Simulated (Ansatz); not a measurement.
```
CELL_PARAMETERS angstrom
5.58247 0.00000 0.00000
0.00000 5.58247 0.00000
0.00000 0.00000 15.61761
ATOMIC_POSITIONS crystal
Tl 0.00000 0.00000 0.63500
Tl 0.50000 0.50000 0.13500
Tl 0.00000 0.00000 0.36500
Tl 0.50000 0.50000 0.86500
Pb 0.00000 0.00000 0.00000
Pb 0.50000 0.50000 0.50000
Cl 0.50000 0.00000 0.00000
Cl 0.00000 0.50000 0.50000
Cl 0.00000 0.50000 0.00000
Cl 0.50000 0.00000 0.50000
Cl 0.00000 0.00000 0.81907
Cl 0.50000 0.50000 0.31907
Cl 0.00000 0.00000 0.18093
Cl 0.50000 0.50000 0.68093
```

Space group I4/mmm; a structure from a database of computed crystals, not necessarily the ambient phase; started from the K2MgH4-139 prototype, which need not be the ambient phase.

Level of theory: DFT, r2SCAN+rVV10, plane waves, PAW (Ansatz).

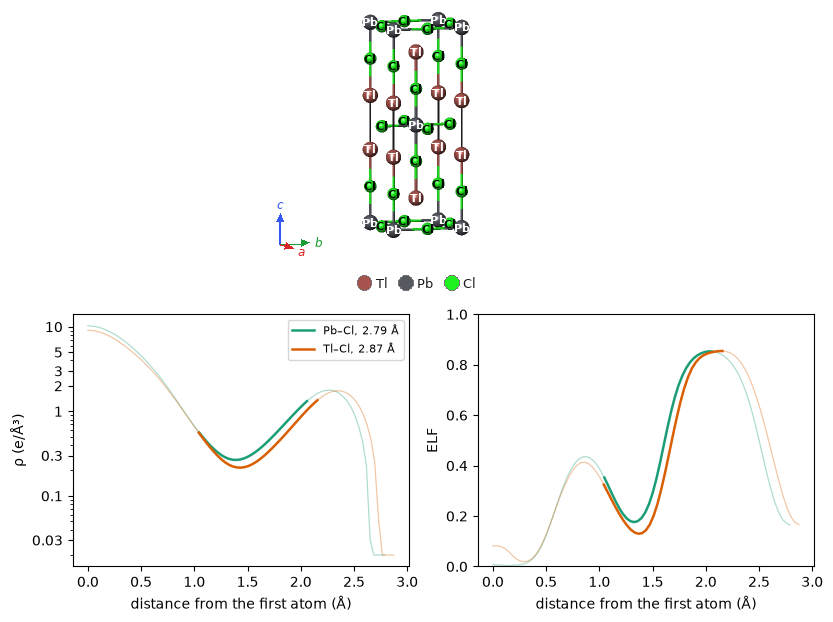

Tl₂PbCl₄. Valence pseudo-density and ELF along straight lines between neighbouring atoms. Thin, pale parts lie inside the atomic spheres. The structure is drawn too.

The density is the valence pseudo-density of a PAW calculation; it isn't the true density close to the nuclei.

**Compare the contacts.**

Pb–Cl (2.79 Å): the density is about 0.27 e/Å³ at the midpoint; the ELF peaks at about 0.85 in the valence shell of Cl, 0.8 Å from its nucleus, and drops to about 0.20 between the two atoms.
Tl–Cl (2.87 Å): ρ at the midpoint is about 0.22 e/Å³; the ELF is about 0.15 at the midpoint: no shared electron pair shows on this line.
